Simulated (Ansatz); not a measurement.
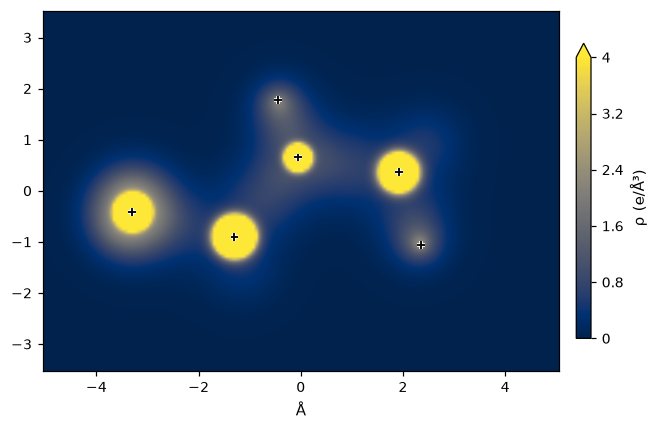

The electron density on a plane through atoms (crosses mark nuclei in the plane).

These are results of RKS PBE0-D4/def2-TZVPP in Ansatz 0.2.0, not measurements.

Candidates:
A. BClH$_{6}$Si$_{2}$ (SMILES [SiH3]B[SiH2]Cl)
B. Cl$_{2}$S$_{2}$W (SMILES [S]=[W](=[S])([Cl])[Cl])
C. CH$_{4}$SSn (SMILES [CH2]1[S][SnH2]1)

> Which candidate gave the map?

Candidate A: BClH$_{6}$Si$_{2}$ on the plane of atoms B2, Si3 and Cl4, which holds Si, B, Cl and H. Si–B (2.00 Å): the density is about 0.83 e/Å³ at the midpoint. Si–Cl (2.06 Å): ρ is about 0.89 e/Å³ halfway.
